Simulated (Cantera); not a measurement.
Charge: 1 mol C₃H₈, 1.4 mol NH₃, 95 mol H₂, 1.1 mol CO₂, equilibrated at 8700000 Pa.

Cantera equilibrium calculation (NASA polynomials, part measured and part estimated; ideal gas, pure solids and liquids). Candidate condensed phases: C, C₆H₆, C₇H₈, C₈H₁₈, H₂O; 136 gas species. The ideal-gas law is rough above about 30 bar. Rates play no part.

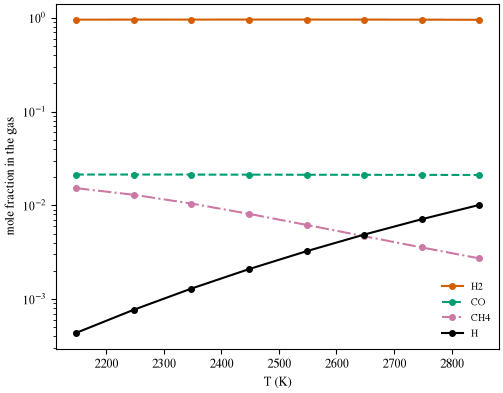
*Equilibrium gas composition (values under 1e-9 drawn at 1e-9)*

From 2148 K to 2848 K nothing is condensed. The main C-bearing gas is CO throughout.
